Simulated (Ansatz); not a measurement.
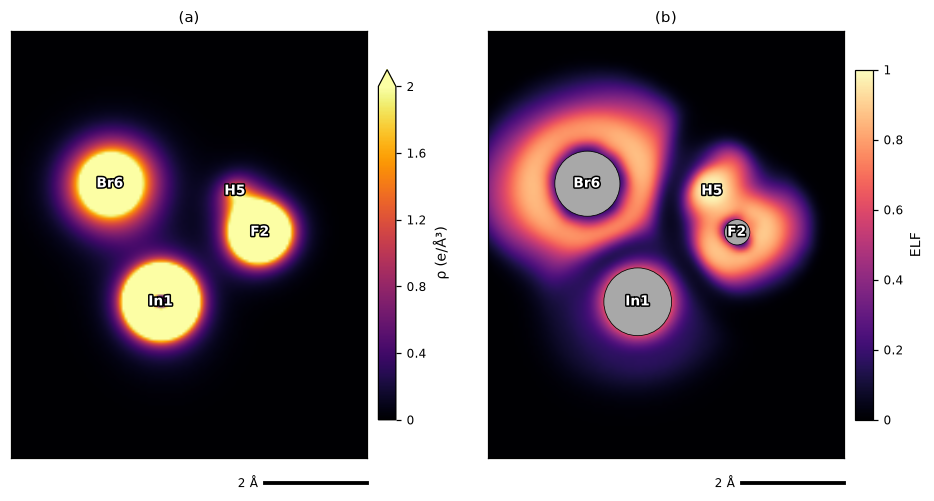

BrCl$_{2}$FHIn. (a) electron density; (b) ELF on the plane of atoms F2, In1 and Br6. Grey discs cover the atomic cores in the ELF map.

Core potentials replace the inner electrons of In.

The calculation used RKS B3LYP-D4/def2-SVP in Ansatz 0.2.0.

Input file:

```
crystal:
  periodic: [false, false, false]
  atoms:
    - { symbol: In, position_ang: [-1.050663, -0.369236, -0.118078] }
    - { symbol: F, position_ang: [0.148921, -0.534549, 1.453269] }
    - { symbol: Cl, position_ang: [-0.94001, -1.997354, -1.781424] }
    - { symbol: Cl, position_ang: [-2.673485, 1.293372, -0.002283] }
    - { symbol: H, position_ang: [1.972514, 0.457455, 0.813861] }
    - { symbol: Br, position_ang: [2.542724, 1.150211, -0.365244] }
basis:
  gaussian: { orbitals: def2-SVP }
hamiltonian:
  xc: b3lyp
  dispersion: d4
relax:
  f_tol: 0.03
  max_steps: 50
output:
  orbitals: {}
```

Run with:

```sh
ansatz run input.yaml --threads 2 --pin off --max-ram 3072MiB --backend cpu --events-out ev --progress --plain --runs-dir out
```

The fields are those of the relaxed geometry.

Describe what can be read from this map.

Answer.
- Atoms in the plane: In, F, H and Br.
- In–F (2.39 Å): the density is about 0.26 e/Å³ at the midpoint; the ELF is about 0.10 at the midpoint.
- In–Br (2.53 Å): ρ is about 0.45 e/Å³ halfway; the ELF peaks at about 0.75 in the valence shell of Br, 1.0 Å from its nucleus, and drops to about 0.15 between the two atoms.
- F–H (0.95 Å): the density is about 4.4 e/Å³ at the midpoint; the ELF climbs to about 1 towards the hydrogen, as it does in any bond to H; a covalent bond by its length.
- The ELF also peaks beside F2 and Br6, away from the bonds: lone-pair regions.
